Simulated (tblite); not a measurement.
# Geometry relaxation, with input and output: C8H13NSi (part 2 of 2)

Continued. System: C8H13NSi. Method: GFN2-xTB geometry optimisation, gas phase (tblite 0.8.0). It belongs to a series of runs on one base structure; here: H on C replaced by CH2CN.

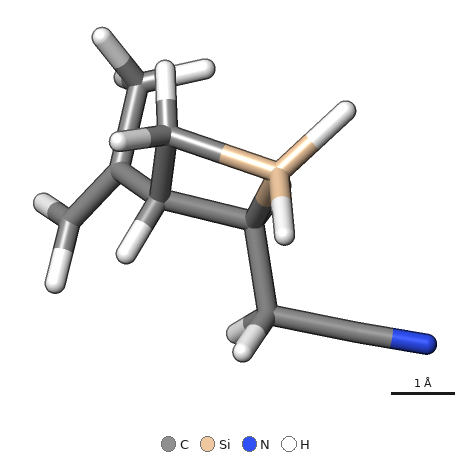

The geometry at step 65 of the log (stick view, seen at a tilt).

## Trajectory as extended XYZ, continued
```
23
Properties=species:S:1:pos:R:3:forces:R:3 step=45 energy=-770.71058
C    -1.6283   -1.8599    0.6683   -0.0070  -0.0210   0.0060
C    -1.4488   -0.6660    0.1217   -0.0040  -0.0080   0.0070
C    -2.2648   -0.2079   -1.0473   -0.0030   0.0110  -0.0130
C    -0.3543    0.2290    0.6188    0.0150   0.0080  -0.0080
C    -0.5444    1.7608    0.5860    0.0210   0.0230  -0.0100
Si    1.2945    2.0010    0.1096    0.0090   0.0140  -0.0050
C     0.9359    0.1489   -0.2410    0.0180   0.0040  -0.0140
C     1.8857   -0.9758    0.1622    0.0080  -0.0100   0.0100
C     3.0994   -0.9279   -0.6046    0.0070   0.0140  -0.0040
N     4.0590   -0.8693   -1.2242    0.0110   0.0070  -0.0200
H    -1.0461   -2.1908    1.5117   -0.0010  -0.0180   0.0310
H    -2.3615   -2.5560    0.2999   -0.0370  -0.0090  -0.0090
H    -1.6258    0.1466   -1.8545    0.0170   0.0160  -0.0100
H    -2.9208    0.6114   -0.7552   -0.0140   0.0060   0.0130
H    -2.8819   -1.0202   -1.4223   -0.0030  -0.0010  -0.0050
H    -0.1014   -0.0659    1.6413   -0.0040  -0.0170  -0.0010
H    -0.9201    2.1790    1.5169   -0.0060  -0.0170  -0.0090
H    -1.2215    2.0654   -0.2083   -0.0050   0.0160   0.0100
H     1.6265    2.8431   -1.0338   -0.0090   0.0060   0.0020
H     2.1954    2.2230    1.2390   -0.0090  -0.0060   0.0060
H     0.6664    0.0066   -1.2912   -0.0020  -0.0300  -0.0070
H     2.1442   -0.9007    1.2224    0.0090   0.0290   0.0200
H     1.4079   -1.9477   -0.0052   -0.0130  -0.0170   0.0100
23
Properties=species:S:1:pos:R:3:forces:R:3 step=49 energy=-770.71206
C    -1.6371   -1.8630    0.6697   -0.0050   0.0220  -0.0150
C    -1.4504   -0.6695    0.1220    0.0020   0.0180  -0.0050
C    -2.2613   -0.2034   -1.0499    0.0040  -0.0110   0.0090
C    -0.3530    0.2247    0.6205   -0.0050  -0.0040  -0.0100
C    -0.5434    1.7587    0.5900   -0.0070  -0.0220  -0.0070
Si    1.2913    2.0026    0.1006   -0.0020  -0.0300  -0.0010
C     0.9364    0.1473   -0.2438   -0.0090  -0.0210   0.0080
C     1.8929   -0.9718    0.1662    0.0040   0.0130  -0.0010
C     3.1059   -0.9277   -0.6039   -0.0150   0.0200  -0.0290
N     4.0610   -0.8725   -1.2312   -0.0120   0.0050   0.0090
H    -1.0601   -2.1942    1.5189   -0.0360  -0.0080  -0.0300
H    -2.3725   -2.5562    0.2954    0.0030   0.0200   0.0250
H    -1.6177    0.1595   -1.8511   -0.0110   0.0030   0.0200
H    -2.9234    0.6115   -0.7548    0.0200  -0.0180   0.0070
H    -2.8752   -1.0143   -1.4341    0.0090   0.0030  -0.0080
H    -0.1031   -0.0795    1.6416    0.0160   0.0280  -0.0150
H    -0.9162    2.1781    1.5216    0.0140  -0.0310   0.0040
H    -1.2287    2.0621   -0.1979    0.0090   0.0100  -0.0030
H     1.6214    2.8493   -1.0401   -0.0160  -0.0010   0.0030
H     2.1966    2.2166    1.2277    0.0010   0.0070   0.0130
H     0.6593   -0.0030   -1.2913    0.0310  -0.0310   0.0040
H     2.1546   -0.8804    1.2253   -0.0040   0.0020  -0.0100
H     1.4177   -1.9480    0.0087    0.0090   0.0250   0.0300
23
Properties=species:S:1:pos:R:3:forces:R:3 step=53 energy=-770.71508
C    -1.6592   -1.8627    0.6660   -0.0210   0.0110   0.0230
C    -1.4536   -0.6709    0.1216    0.0030  -0.0440  -0.0310
C    -2.2482   -0.1955   -1.0563   -0.0090   0.0040  -0.0050
C    -0.3513    0.2143    0.6223   -0.0150  -0.0210  -0.0020
C    -0.5415    1.7482    0.6013   -0.0040  -0.0150   0.0090
Si    1.2827    1.9974    0.0783    0.0060   0.0020   0.0340
C     0.9337    0.1375   -0.2477   -0.0090   0.0280  -0.0300
C     1.9085   -0.9574    0.1767   -0.0180   0.0110   0.0190
C     3.1100   -0.9194   -0.6114   -0.0210  -0.0380   0.0410
N     4.0623   -0.8827   -1.2436    0.0010   0.0290  -0.0270
H    -1.1048   -2.2052    1.5248    0.0220   0.0210  -0.0150
H    -2.3989   -2.5490    0.2889   -0.0240   0.0340  -0.0180
H    -1.5962    0.1925   -1.8374    0.0030   0.0060  -0.0040
H    -2.9223    0.6050   -0.7536   -0.0180   0.0220   0.0060
H    -2.8493   -1.0010   -1.4693    0.0110  -0.0280   0.0020
H    -0.1000   -0.0997    1.6389    0.0250   0.0360   0.0230
H    -0.8957    2.1591    1.5426    0.0220  -0.0040   0.0510
H    -1.2459    2.0613   -0.1643    0.0000  -0.0090  -0.0460
H     1.5906    2.8579   -1.0601   -0.0210  -0.0340   0.0170
H     2.2027    2.2116    1.1968   -0.0170   0.0050  -0.0250
H     0.6549   -0.0407   -1.2891    0.0210   0.0030  -0.0380
H     2.1772   -0.8330    1.2297    0.0440  -0.0040   0.0120
H     1.4397   -1.9406    0.0551    0.0190  -0.0150   0.0040
23
Properties=species:S:1:pos:R:3:forces:R:3 step=57 energy=-770.71807
C    -1.6830   -1.8614    0.6649   -0.0060  -0.0030  -0.0180
C    -1.4544   -0.6766    0.1162   -0.0030   0.0420   0.0240
C    -2.2361   -0.1882   -1.0653   -0.0010   0.0030   0.0020
C    -0.3507    0.2030    0.6234    0.0210   0.0130  -0.0120
C    -0.5425    1.7379    0.6173    0.0050  -0.0030   0.0040
Si    1.2712    1.9934    0.0627   -0.0360  -0.0090  -0.0080
C     0.9305    0.1314   -0.2550    0.0240  -0.0360   0.0220
C     1.9183   -0.9448    0.1905    0.0180  -0.0350   0.0100
C     3.1118   -0.9226   -0.6102    0.0230   0.0190  -0.0170
N     4.0554   -0.8871   -1.2563   -0.0400   0.0060   0.0100
H    -1.1385   -2.2112    1.5263    0.0190   0.0150  -0.0010
H    -2.4272   -2.5358    0.2766   -0.0340   0.0060   0.0010
H    -1.5742    0.2235   -1.8259   -0.0170  -0.0030  -0.0110
H    -2.9224    0.6008   -0.7551   -0.0100  -0.0260  -0.0200
H    -2.8191   -0.9948   -1.5031    0.0060   0.0120   0.0080
H    -0.0919   -0.1099    1.6394   -0.0040  -0.0140  -0.0250
H    -0.8668    2.1382    1.5754   -0.0150  -0.0060  -0.0250
H    -1.2609    2.0605   -0.1331    0.0100  -0.0170   0.0330
H     1.5491    2.8550   -1.0798   -0.0080  -0.0100  -0.0200
H     2.2094    2.2171    1.1598    0.0230   0.0100   0.0230
H     0.6569   -0.0720   -1.2941    0.0160   0.0370   0.0090
H     2.2021   -0.7943    1.2365    0.0110   0.0130   0.0020
H     1.4583   -1.9354    0.0990   -0.0030  -0.0130   0.0080
23
Properties=species:S:1:pos:R:3:forces:R:3 step=61 energy=-770.71997
C    -1.7059   -1.8593    0.6580    0.0080   0.0310   0.0020
C    -1.4575   -0.6749    0.1157    0.0040  -0.0190  -0.0370
C    -2.2191   -0.1792   -1.0759   -0.0140   0.0060  -0.0070
C    -0.3475    0.1929    0.6268   -0.0070  -0.0220   0.0230
C    -0.5400    1.7269    0.6403    0.0100  -0.0050  -0.0060
Si    1.2558    1.9909    0.0427    0.0610   0.0060   0.0150
C     0.9310    0.1214   -0.2547    0.0020   0.0320   0.0090
C     1.9296   -0.9382    0.2071    0.0000   0.0170   0.0040
C     3.1120   -0.9232   -0.6087   -0.0190  -0.0220   0.0070
N     4.0458   -0.8976   -1.2682    0.0320   0.0180  -0.0370
H    -1.1712   -2.2129    1.5252   -0.0170  -0.0020  -0.0260
H    -2.4583   -2.5217    0.2614    0.0140   0.0280   0.0300
H    -1.5500    0.2556   -1.8167   -0.0060   0.0040   0.0010
H    -2.9251    0.5908   -0.7666   -0.0320   0.0180  -0.0180
H    -2.7808   -0.9848   -1.5408   -0.0060  -0.0210   0.0070
H    -0.0857   -0.1294    1.6371   -0.0020  -0.0460   0.0320
H    -0.8371    2.1166    1.6107   -0.0140  -0.0020   0.0030
H    -1.2812    2.0564   -0.0821   -0.0190   0.0000  -0.0120
H     1.4953    2.8470   -1.1136   -0.0090  -0.0200  -0.0090
H     2.2243    2.2309    1.1136   -0.0160   0.0080  -0.0150
H     0.6592   -0.0940   -1.2917    0.0190   0.0060   0.0120
H     2.2269   -0.7534    1.2438   -0.0030  -0.0150   0.0090
H     1.4747   -1.9338    0.1466    0.0130   0.0000   0.0120
23
Properties=species:S:1:pos:R:3:forces:R:3 step=65 energy=-770.72226
C    -1.7274   -1.8488    0.6515   -0.0140  -0.0160   0.0100
C    -1.4587   -0.6710    0.1079    0.0070   0.0140   0.0040
C    -2.2115   -0.1693   -1.0866   -0.0110   0.0050  -0.0050
C    -0.3421    0.1795    0.6316    0.0100   0.0120  -0.0110
C    -0.5364    1.7138    0.6572    0.0070  -0.0040   0.0140
Si    1.2499    1.9867    0.0313   -0.0300   0.0060  -0.0080
C     0.9373    0.1144   -0.2501    0.0070   0.0010   0.0130
C     1.9453   -0.9324    0.2241    0.0070   0.0160  -0.0120
C     3.1160   -0.9284   -0.6097    0.0010   0.0260  -0.0140
N     4.0360   -0.8946   -1.2888   -0.0130  -0.0120   0.0050
H    -1.1998   -2.2120    1.5170    0.0120  -0.0130   0.0290
H    -2.4915   -2.4968    0.2581   -0.0220  -0.0180  -0.0050
H    -1.5384    0.2853   -1.8101    0.0070   0.0170  -0.0260
H    -2.9393    0.5834   -0.7838   -0.0090   0.0110   0.0050
H    -2.7498   -0.9811   -1.5676   -0.0150  -0.0190  -0.0140
H    -0.0816   -0.1580    1.6389   -0.0310  -0.0150  -0.0170
H    -0.8181    2.0942    1.6355    0.0090   0.0050   0.0280
H    -1.2983    2.0467   -0.0426    0.0190  -0.0130  -0.0280
H     1.4477    2.8293   -1.1413    0.0100   0.0020  -0.0230
H     2.2350    2.2446    1.0772    0.0290   0.0270   0.0330
H     0.6725   -0.1070   -1.2874    0.0020  -0.0260   0.0190
H     2.2532   -0.7197    1.2524    0.0090  -0.0240   0.0040
H     1.4955   -1.9318    0.1951    0.0090   0.0150  -0.0020
23
Properties=species:S:1:pos:R:3:forces:R:3 step=69 energy=-770.72341
C    -1.7394   -1.8462    0.6516   -0.0010   0.0040  -0.0020
C    -1.4605   -0.6709    0.1049   -0.0200  -0.0110   0.0000
C    -2.2111   -0.1648   -1.0912    0.0070  -0.0100   0.0080
C    -0.3404    0.1743    0.6313   -0.0190  -0.0170   0.0080
C    -0.5344    1.7082    0.6636    0.0020  -0.0060   0.0040
Si    1.2462    1.9871    0.0270    0.0280   0.0020   0.0200
C     0.9400    0.1122   -0.2473   -0.0070   0.0020  -0.0040
C     1.9545   -0.9253    0.2299    0.0090   0.0000   0.0110
C     3.1174   -0.9223   -0.6137    0.0090   0.0020   0.0110
N     4.0334   -0.8953   -1.2979    0.0140   0.0000  -0.0250
H    -1.2138   -2.2138    1.5183   -0.0160   0.0120  -0.0150
H    -2.5094   -2.4896    0.2588    0.0090   0.0070   0.0070
H    -1.5367    0.2994   -1.8090   -0.0150  -0.0050  -0.0020
H    -2.9460    0.5817   -0.7873    0.0110  -0.0120  -0.0010
H    -2.7414   -0.9789   -1.5789   -0.0050   0.0110  -0.0100
H    -0.0862   -0.1724    1.6363   -0.0050   0.0010   0.0140
H    -0.8115    2.0861    1.6444   -0.0010   0.0060   0.0120
H    -1.2979    2.0391   -0.0352    0.0010   0.0060  -0.0080
H     1.4364    2.8246   -1.1517    0.0070  -0.0050  -0.0020
H     2.2386    2.2481    1.0700   -0.0120   0.0220  -0.0150
H     0.6774   -0.1206   -1.2821   -0.0050  -0.0060  -0.0100
H     2.2692   -0.7067    1.2543    0.0160   0.0020   0.0190
H     1.5108   -1.9271    0.2140   -0.0070  -0.0030  -0.0200
23
Properties=species:S:1:pos:R:3:forces:R:3 step=73 energy=-770.72402
C    -1.7510   -1.8426    0.6490   -0.0070  -0.0050  -0.0020
C    -1.4635   -0.6701    0.1019    0.0150   0.0040  -0.0050
C    -2.2072   -0.1620   -1.0969   -0.0060   0.0030  -0.0070
C    -0.3404    0.1675    0.6343    0.0110   0.0080   0.0000
C    -0.5324    1.7020    0.6744    0.0030   0.0000  -0.0040
Si    1.2433    1.9865    0.0234   -0.0160  -0.0140  -0.0140
C     0.9419    0.1091   -0.2439    0.0040  -0.0090   0.0100
C     1.9638   -0.9207    0.2386    0.0000   0.0000  -0.0040
C     3.1214   -0.9212   -0.6137    0.0010   0.0040  -0.0050
N     4.0288   -0.8967   -1.3098   -0.0110  -0.0020   0.0080
H    -1.2289   -2.2121    1.5159   -0.0060   0.0000   0.0130
H    -2.5246   -2.4803    0.2566   -0.0090  -0.0140  -0.0070
H    -1.5340    0.3127   -1.8082    0.0120  -0.0040  -0.0010
H    -2.9499    0.5766   -0.7945   -0.0060   0.0040   0.0110
H    -2.7288   -0.9755   -1.5947   -0.0070  -0.0030  -0.0050
H    -0.0893   -0.1860    1.6379   -0.0020   0.0050   0.0030
H    -0.8012    2.0765    1.6598   -0.0010  -0.0020  -0.0170
H    -1.3012    2.0344   -0.0188    0.0080   0.0100   0.0170
H     1.4177    2.8148   -1.1654    0.0040  -0.0080   0.0110
H     2.2444    2.2641    1.0516    0.0030   0.0190   0.0050
H     0.6818   -0.1317   -1.2782    0.0010   0.0040   0.0130
H     2.2845   -0.6951    1.2604   -0.0010   0.0030  -0.0090
H     1.5201   -1.9230    0.2304    0.0130  -0.0020  -0.0110
23
Properties=species:S:1:pos:R:3:forces:R:3 step=77 energy=-770.72432
C    -1.7551   -1.8429    0.6480    0.0010   0.0010   0.0010
C    -1.4635   -0.6714    0.1003   -0.0060  -0.0060  -0.0010
C    -2.2064   -0.1618   -1.0993    0.0040   0.0010   0.0030
C    -0.3403    0.1659    0.6355   -0.0060  -0.0050  -0.0010
C    -0.5306    1.7005    0.6772   -0.0060   0.0010  -0.0030
Si    1.2426    1.9849    0.0215    0.0040   0.0090   0.0100
C     0.9425    0.1074   -0.2412    0.0010   0.0010  -0.0020
C     1.9661   -0.9196    0.2406    0.0020  -0.0060  -0.0030
C     3.1219   -0.9193   -0.6136   -0.0020  -0.0040  -0.0040
N     4.0269   -0.8984   -1.3128    0.0070   0.0050  -0.0030
H    -1.2357   -2.2116    1.5173   -0.0100   0.0000   0.0020
H    -2.5288   -2.4811    0.2550    0.0050   0.0050  -0.0030
H    -1.5315    0.3147   -1.8082   -0.0020   0.0010   0.0040
H    -2.9501    0.5750   -0.7938    0.0060   0.0000  -0.0040
H    -2.7272   -0.9740   -1.6009    0.0040   0.0050   0.0100
H    -0.0915   -0.1887    1.6393   -0.0010   0.0020   0.0020
H    -0.7973    2.0747    1.6627    0.0040  -0.0010   0.0040
H    -1.3006    2.0365   -0.0121   -0.0090   0.0030  -0.0050
H     1.4137    2.8110   -1.1686    0.0030  -0.0040  -0.0040
H     2.2450    2.2748    1.0464   -0.0070   0.0040  -0.0050
H     0.6826   -0.1346   -1.2749   -0.0020   0.0020  -0.0020
H     2.2882   -0.6924    1.2614   -0.0030  -0.0060  -0.0020
H     1.5243   -1.9226    0.2305    0.0110  -0.0090   0.0060
23
Properties=species:S:1:pos:R:3:forces:R:3 step=81 energy=-770.72447
C    -1.7628   -1.8417    0.6463   -0.0020  -0.0020   0.0020
C    -1.4645   -0.6719    0.0990    0.0050   0.0060   0.0050
C    -2.2018   -0.1591   -1.1024    0.0020   0.0000   0.0040
C    -0.3404    0.1619    0.6375    0.0010   0.0070   0.0010
C    -0.5311    1.6970    0.6828    0.0020   0.0020   0.0000
Si    1.2384    1.9843    0.0178   -0.0020  -0.0040  -0.0080
C     0.9428    0.1047   -0.2394   -0.0040   0.0000   0.0000
C     1.9712   -0.9176    0.2439   -0.0020   0.0010  -0.0020
C     3.1234   -0.9197   -0.6153    0.0000   0.0050   0.0010
N     4.0258   -0.9005   -1.3177    0.0040   0.0030  -0.0030
H    -1.2496   -2.2115    1.5186   -0.0020  -0.0030   0.0040
H    -2.5370   -2.4769    0.2501   -0.0030  -0.0010  -0.0040
H    -1.5253    0.3238   -1.8050    0.0040   0.0010  -0.0010
H    -2.9503    0.5729   -0.7976    0.0020   0.0070   0.0000
H    -2.7171   -0.9705   -1.6102    0.0000  -0.0050   0.0010
H    -0.0924   -0.1947    1.6409   -0.0030  -0.0010  -0.0030
H    -0.7886    2.0684    1.6719    0.0000  -0.0020  -0.0010
H    -1.3068    2.0363    0.0013   -0.0010  -0.0060   0.0010
H     1.4009    2.8048   -1.1776    0.0000  -0.0020  -0.0040
H     2.2474    2.2838    1.0324   -0.0040   0.0030   0.0070
H     0.6826   -0.1408   -1.2723    0.0020   0.0010  -0.0030
H     2.2959   -0.6831    1.2621    0.0060  -0.0020   0.0030
H     1.5348   -1.9229    0.2430   -0.0050  -0.0070  -0.0020
```

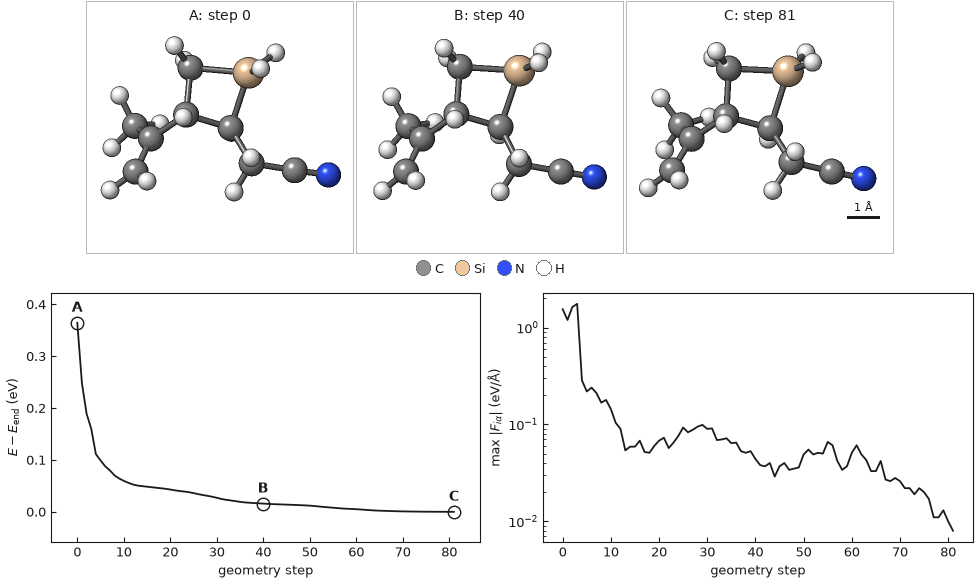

Frames of the relaxation (ball-and-stick view, seen at a tilt) above the curves, on which the letters mark them (steps are counted from 0).

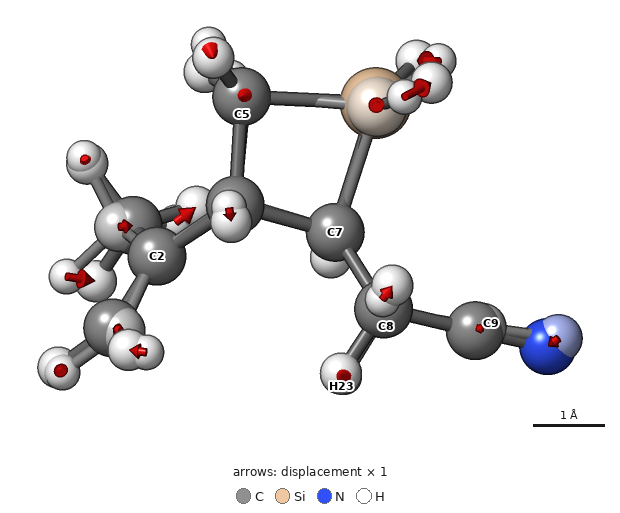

Start (faint) and end (solid) with the displacements as red arrows, at true length (ball-and-stick view, seen at a tilt). The two geometries are laid on each other by the best rigid fit. After 81 geometry steps the energy has fallen by 0.365 eV. The largest force component goes from 1.5 to 0.008 eV/Å. The atom that moves furthest after the best rigid fit is H20 (0.66 Å). Largest moves by element: H 0.66 Å, C 0.29 Å, Si 0.26 Å, N 0.20 Å. Among the contacts that change: Si6–H20 1.497 → 1.462 Å, C8–C9 1.471 → 1.437 Å, C4–H16 1.127 → 1.093 Å, C4–C7 1.586 → 1.555 Å. Among the angles that change: H19–Si6–H20 117.5° → 112.1°, C8–C7–H21 113.1° → 108.0°, Si6–C7–C8 116.1° → 120.6°. (Atoms are counted from 1 in the order of the input.)

This output came from the following input.

## Input
```
{"job": {"kind": "relax", "xc": "GFN2-xTB", "basis": "xTB"}, "charge": 0, "multiplicity": 1}
C     -1.619800    -1.873200     0.724600
C     -1.485200    -0.668400     0.125800
C     -2.368500    -0.228600    -0.977300
C     -0.360500     0.221000     0.594500
C     -0.556900     1.759200     0.404400
Si     1.324500     1.913100     0.248800
C      0.940500     0.122000    -0.306300
C      1.952500    -0.942400     0.110100
C      3.194800    -0.855200    -0.673200
N      4.167200    -0.762600    -1.281600
H     -0.982500    -2.206800     1.527500
H     -2.419600    -2.558200     0.424300
H     -1.794500     0.061800    -1.848300
H     -2.977900     0.631000    -0.669500
H     -3.070100    -1.008400    -1.290900
H     -0.150900    -0.000000     1.679300
H     -0.998700     2.291300     1.248400
H     -1.050100     2.072700    -0.525900
H      1.807600     2.810200    -0.824700
H      2.037700     1.964200     1.564100
H      0.714600     0.103300    -1.373900
H      2.176900    -0.888200     1.178100
H      1.514300    -1.930700    -0.048400
```

The first line tells a small driver script what to run in tblite; the rest is the geometry in Å.

Command:
```bash
OMP_NUM_THREADS=1 python <driver script> task.json out
```

## Key numbers

```tsv
quantity	value
outcome	converged
total energy	−770.7245 eV
hardware	1 CPU thread, shared host
wall time	2.5 s
peak memory	0.18 GiB
```
